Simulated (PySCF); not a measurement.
# C2H5NSi: electronic excitations at several levels of theory, part 2 of 2

PySCF 2.14.0. Atoms count from 0. The steps go on from the part before.

## (9) TDDFT and polarisability: PBE0/def2-TZVPD

Job settings and geometry (Å):

```
{"job": {"kind": "uv", "xc": "PBE0", "basis": "def2-TZVPD"}, "charge": 0, "multiplicity": 1}
C     -1.210594     0.342136    -0.006170
Si     0.359189    -0.669303    -0.050861
C      1.820948     0.479829     0.086328
N      2.712975     1.216493     0.168191
H     -1.288084     0.899193     0.939130
H     -2.085837    -0.319848    -0.092843
H     -1.234588     1.061422    -0.838098
H      0.525546    -1.409280    -1.333007
H      0.458162    -1.617786     1.093610
```

With the program's defaults for keys left out, this is: TDDFT PBE0/def2-TZVPD, vertical, gas phase, core orbitals frozen in the response.

Output:

```text
coarse grid: 7960 points
cycle   1  E = -423.1984665689  dE =  1.144e-01  |g| = 4.267e-01  |ddm| = 2.497e+00
cycle   2  E = -423.0975340122  dE =  1.009e-01  |g| = 7.908e-01  |ddm| = 9.957e-01
cycle   3  E = -423.2364542814  dE = -1.389e-01  |g| = 1.769e-01  |ddm| = 5.702e-01
cycle   4  E = -423.2430271610  dE = -6.573e-03  |g| = 3.575e-02  |ddm| = 1.059e-01
cycle   5  E = -423.2433176449  dE = -2.905e-04  |g| = 8.062e-03  |ddm| = 3.269e-02
cycle   6  E = -423.2433339187  dE = -1.627e-05  |g| = 1.012e-03  |ddm| = 6.359e-03
cycle   7  E = -423.2433341974  dE = -2.787e-07  |g| = 2.304e-04  |ddm| = 1.357e-03
final grid: 72200 points
cycle   8  E = -423.2361225852  dE = -2.368e-05  |g| = 5.189e-03  |ddm| = 8.494e-02
cycle   9  E = -423.2361198099  dE =  2.775e-06  |g| = 6.166e-03  |ddm| = 7.998e-03
cycle  10  E = -423.2361282449  dE = -8.435e-06  |g| = 1.725e-03  |ddm| = 4.440e-03
cycle  11  E = -423.2361288726  dE = -6.276e-07  |g| = 2.970e-04  |ddm| = 9.746e-04
cycle  12  E = -423.2361288914  dE = -1.880e-08  |g| = 8.901e-05  |ddm| = 2.435e-04
cycle  13  E = -423.2361288934  dE = -2.039e-09  |g| = 1.042e-05  |ddm| = 8.635e-05
cycle  14  E = -423.2361288934  dE = -3.024e-11  |g| = 2.056e-06  |ddm| = 1.354e-05
converged SCF energy = -423.2361288934

Static polarisability (au): isotropic 55.647, principal 46.799 52.403 67.738

Singlet excitations
state   eV       nm        f      main configurations
  1   6.9063    179.5   0.00013   H-1->L 0.50, H->L+1 0.31
  2   7.2117    171.9   0.01555   H->L 0.46, H-1->L+1 0.39
  3   7.2141    171.9   0.00326   H->L+1 0.54, H-1->L 0.32
  4   7.9224    156.5   0.00082   H-2->L 0.89
  5   8.0224    154.5   0.00334   H-2->L+1 0.96
  6   8.1970    151.3   0.22215   H->L 0.40, H-3->L 0.30, H-1->L+1 0.14
  7   8.2637    150.0   0.00262   H-4->L 0.62, H-3->L+1 0.12, H-1->L 0.11
  8   8.4969    145.9   0.00468   H-3->L+1 0.66, H-1->L+3 0.13, H-4->L 0.09
  9   8.6562    143.2   0.02503   H->L+3 0.62, H-4->L+1 0.12, H->L+2 0.09
 10   8.6952    142.6   0.01347   H-1->L+2 0.78, H-1->L+3 0.14

Triplet excitations (Tamm-Dancoff, eV): 5.6672 6.1673 6.1684 6.8413
```

It took 19 s on 1 thread of Arm Neoverse V1, shared host; peak memory 0.78 GiB.

This run: HOMO -9.51 eV, LUMO -0.70 eV; lowest singlet 6.91 eV.

## (10) TDDFT and polarisability: PBE0/6-31+G*

The job, as its differences from that of step 9:

```diff
@@ -1,2 +1,2 @@
-{"job": {"kind": "uv", "xc": "PBE0", "basis": "def2-TZVPD"}, "charge": 0, "multiplicity": 1}
+{"job": {"kind": "uv", "xc": "PBE0", "basis": "6-31+G*"}, "charge": 0, "multiplicity": 1}
 C     -1.210594     0.342136    -0.006170
```

Method: TDDFT PBE0/6-31+G*, vertical, gas phase, core orbitals frozen in the response.

Output:

```text
coarse grid: 7960 points
cycle   1  E = -423.1586382581  dE =  1.338e-01  |g| = 3.944e-01  |ddm| = 2.748e+00
cycle   2  E = -423.0661171618  dE =  9.252e-02  |g| = 7.449e-01  |ddm| = 9.598e-01
cycle   3  E = -423.1951879723  dE = -1.291e-01  |g| = 1.539e-01  |ddm| = 6.140e-01
cycle   4  E = -423.2005804143  dE = -5.392e-03  |g| = 2.870e-02  |ddm| = 1.286e-01
cycle   5  E = -423.2007762216  dE = -1.958e-04  |g| = 6.742e-03  |ddm| = 3.171e-02
cycle   6  E = -423.2007896577  dE = -1.344e-05  |g| = 5.695e-04  |ddm| = 7.455e-03
cycle   7  E = -423.2007897691  dE = -1.114e-07  |g| = 1.283e-04  |ddm| = 1.289e-03
final grid: 72200 points
cycle   8  E = -423.1594084490  dE = -9.625e-06  |g| = 5.161e-03  |ddm| = 1.758e-02
cycle   9  E = -423.1594058142  dE =  2.635e-06  |g| = 6.201e-03  |ddm| = 9.526e-03
cycle  10  E = -423.1594151879  dE = -9.374e-06  |g| = 1.663e-03  |ddm| = 5.444e-03
cycle  11  E = -423.1594158068  dE = -6.189e-07  |g| = 2.002e-04  |ddm| = 1.193e-03
cycle  12  E = -423.1594158170  dE = -1.023e-08  |g| = 5.626e-05  |ddm| = 2.488e-04
cycle  13  E = -423.1594158179  dE = -8.399e-10  |g| = 7.336e-06  |ddm| = 6.003e-05
converged SCF energy = -423.1594158179

Static polarisability (au): isotropic 49.901, principal 41.371 45.917 62.414

Singlet excitations
state   eV       nm        f      main configurations
  1   7.0103    176.9   0.00027   H-1->L 0.53, H->L+1 0.25
  2   7.3387    168.9   0.02414   H->L 0.49, H-1->L+1 0.36
  3   7.3578    168.5   0.00433   H->L+1 0.59, H-1->L 0.26, H-3->L+1 0.08
  4   8.0254    154.5   0.00135   H-2->L 0.87
  5   8.2049    151.1   0.00603   H-2->L+1 0.95
  6   8.2418    150.4   0.20261   H->L 0.38, H-3->L 0.26, H-1->L+1 0.15
  7   8.3809    147.9   0.00591   H-4->L 0.58, H-1->L 0.14
  8   8.6466    143.4   0.00224   H-1->L+2 0.82, H-4->L 0.10
  9   8.6703    143.0   0.02422   H->L+2 0.70, H->L+3 0.23
 10   8.7332    142.0   0.00858   H-3->L+1 0.68, H-1->L+3 0.15, H->L+1 0.09

Triplet excitations (Tamm-Dancoff, eV): 5.7433 6.2775 6.2784 6.9263
```

It took 6.6 s on 1 thread of Arm Neoverse V1, shared host; peak memory 0.49 GiB.

This run: HOMO -9.51 eV, LUMO -0.67 eV; lowest singlet 7.01 eV.

## (11) Comparing the runs: electronic excitations

Excitations and ground-state properties, with basis size and wall time:

| run | lowest singlet (eV) | brightest (eV) | f | gap (eV) | α (Å³) | μ (D) | functions | time |
| --- | --- | --- | --- | --- | --- | --- | --- | --- |
| wB97X-D/def2-SVPD | 7.04 | 8.75 | 0.270 | 12.62 | 8.07 | 4.05 | 124 | 51 s |
| LC-wPBE/def2-SVPD | 7.13 | 9.24 | 0.308 | 13.91 | 7.87 | 4.05 | 124 | 62 s |
| PBE0/6-31G* | 7.07 | 8.76 | 0.240 | 9.14 | 6.56 | 3.88 | 70 | 5 s |
| PBE0/def2-SVP | 7.07 | 8.70 | 0.238 | 9.16 | 6.93 | 3.82 | 85 | 5.9 s |
| PBE0/def2-TZVP | 6.93 | 8.40 | 0.252 | 8.94 | 7.79 | 4.01 | 160 | 14 s |
| PBE0/aug-cc-pVDZ | 6.96 | 8.15 | 0.172 | 8.79 | 8.27 | 4.07 | 141 | 12 s |
| PBE0/def2-TZVPD | 6.91 | 8.20 | 0.222 | 8.81 | 8.25 | 4.03 | 199 | 19 s |
| PBE0/6-31+G* | 7.01 | 8.24 | 0.203 | 8.84 | 7.39 | 4.07 | 86 | 6.6 s |

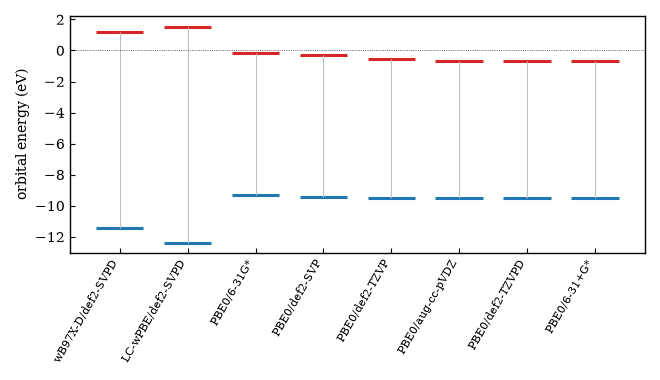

HOMO (blue) and LUMO (red) run by run.

## (12) What came out

The summary covers parts 1 to 2.

```
                                quantity                        value
                             point group                           Cs
    rotational constants (main isotopes)        14.36, 3.31, 2.83 GHz
      lowest singlet (wB97X-D/def2-SVPD)  7.04 eV (176 nm), f = 0.000
brightest single state of those computed  state 7, 8.75 eV, f = 0.270
                          lowest triplet                      5.88 eV
       vertical ionisation energy (ΔSCF)                     11.86 eV
             range of the lowest singlet              6.91 to 7.13 eV
```

What this shows: Single values in the summary come from the first run of each kind that ended normally (wB97X-D/def2-SVPD), which need not be the best level. The optimisation took 6 steps and gained 0.097 eV; among the close pairs (by a distance rule), C2–N3 changed most, from 1.191 to 1.160 Å. The lowest singlet, at 7.04 eV, is HOMO−1→LUMO 0.38, HOMO→LUMO+1 0.32 and is dark; of the 10 states computed, the strongest absorption comes from state 7 at 8.75 eV. The lowest triplet lies 1.16 eV below the lowest singlet (triplets in Tamm-Dancoff, singlets in full TDDFT). ΔSCF puts the ionisation energy at 11.86 eV, 0.42 eV above −ε(HOMO). The lowest singlet runs from 6.91 eV (PBE0/def2-TZVPD) to 7.13 eV (LC-wPBE/def2-SVPD), while the orbital gap spans 8.79 to 13.91 eV. The lowest state need not be the same one in every run.
